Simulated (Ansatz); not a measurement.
## Electronic structure of CH$_{3}$Ga···H$_{2}$O in real space

```yaml
atoms:
  - { symbol: Ga, position_ang: [-0.8377, 0.7794, -0.8923] }
  - { symbol: O, position_ang: [0.1471, -1.9458, 0.3908] }
  - { symbol: C, position_ang: [0.6863, 1.1752, 0.0130] }
  - { symbol: H, position_ang: [0.4291, -1.0694, 0.7277] }
  - { symbol: H, position_ang: [-2.2950, 0.3457, -1.2223] }
  - { symbol: H, position_ang: [-0.5901, -2.1642, 0.9954] }
  - { symbol: H, position_ang: [0.8533, 2.2328, 0.2946] }
  - { symbol: H, position_ang: [1.6069, 0.6465, -0.3069] }
```

These are results of Ansatz 0.2.0, RKS PBE/def2-SVP, not measurements.

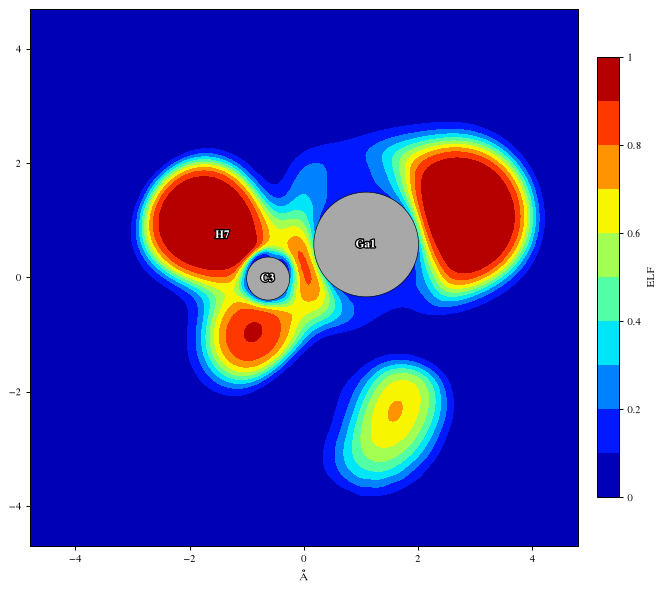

Figure 1. ELF on the plane of atoms Ga1, C3 and H7. Grey discs cover the atomic cores.

> Describe what can be read from this map.

Atoms in the plane: Ga, C and H.
C–Ga (1.82 Å): the ELF peaks at about 0.80 in the valence shell of C, 0.7 Å from its nucleus, and is about 0.45 at the midpoint.
C–H (1.11 Å): the ELF climbs to about 1 towards the hydrogen, as it does in any bond to H: a covalent bond by its length.

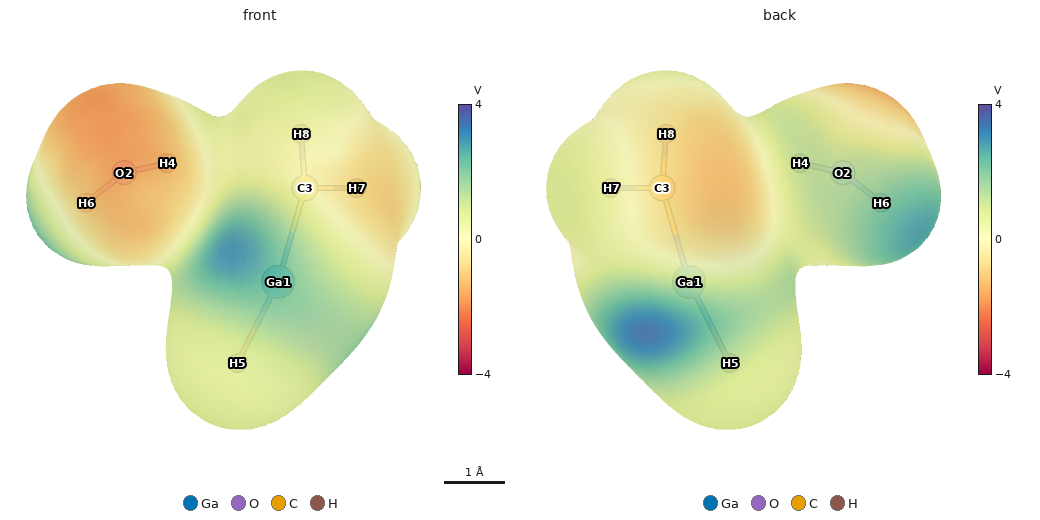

Figure 2. The electrostatic potential painted on the density surface at 0.004 e/bohr³, seen from the front and from behind; the colour scale runs from red (negative) to blue (positive).

> Which sites attract a positive test charge, and which a negative one?

A positive charge is drawn to the negative regions and a negative charge to the positive ones. The most negative region (about −1.9 V) lies over O2, the most positive (about +3.3 V) over Ga1. O2 is the likeliest acceptor of a hydrogen bond.

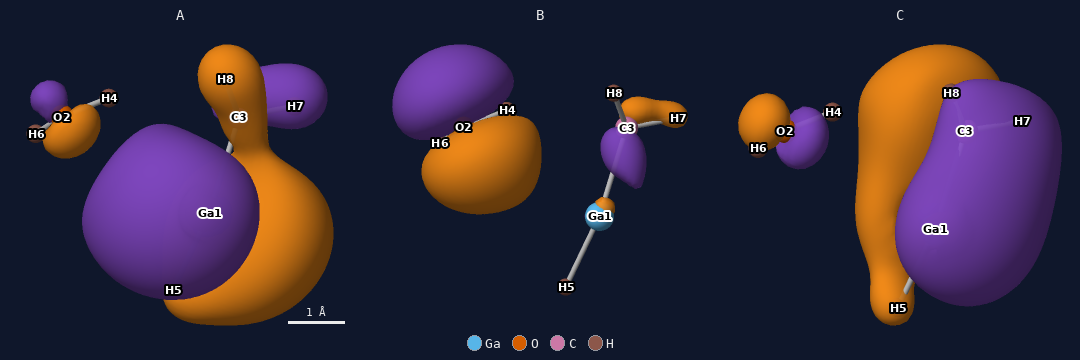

Figure 3. Three frontier orbitals at ±0.08 Å⁻³ᐟ² (orange and purple are the two phases), in no order.

> Order the three orbitals by energy and name them.

B is the HOMO−1 (−6.74 eV). By Hirshfeld shares it lies mainly on O2 (about 85 %); largely a lone pair of O2. C is the HOMO (−4.78 eV). It lies mainly on C3 (about 55 %) and Ga1 (about 30 %). A is the LUMO (−2.15 eV). Its weight (Hirshfeld) is mainly on Ga1 (about 80 %) and C3 (about 5 %).

> What is the HOMO–LUMO gap?

2.63 eV between the orbital energies.
